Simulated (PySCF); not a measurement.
```xyz
9

F     1.5236    0.5523    1.2068
C     1.2875   -0.2192    0.0979
C    -0.1178   -0.1869   -0.2918
N    -0.9777   -0.5974   -1.1093
C    -1.4540    0.3191   -0.0231
H     1.5943   -1.2449    0.3407
H     1.9189    0.1686   -0.7121
H    -2.0463   -0.1159    0.7704
H    -1.7149    1.3302   -0.3048
```

Geometry: GFN2-xTB.

Computed with PBE0/def2-SVPD, SCF density, gas phase in PySCF.

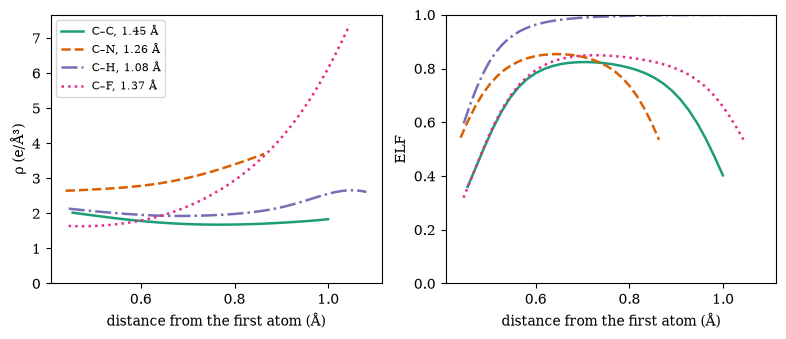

C$_{3}$H$_{4}$FN (SMILES FCC1=NC1). Total electron density and electron localisation function along straight lines between neighbouring atoms. The curves leave out the atomic cores.

Compare the contacts.

Answer. C–C (1.45 Å): ρ at the midpoint is about 1.7 e/Å³; the ELF peaks at about 0.80 between the atoms; localised, covalent bonding.
C–N (1.26 Å): the density is about 2.8 e/Å³ at the midpoint; the ELF peaks at about 0.85 between the atoms (a multiple bond).
C–H (1.08 Å): ρ is about 2 e/Å³ halfway; the ELF climbs to about 1 towards the hydrogen, as it does in any bond to H; a covalent bond by its length.
C–F (1.37 Å): the density is about 2.1 e/Å³ at the midpoint, with its minimum of 1.6 e/Å³ about 0.5 Å from C; the ELF peaks at about 0.85 between the atoms (a polar covalent bond).
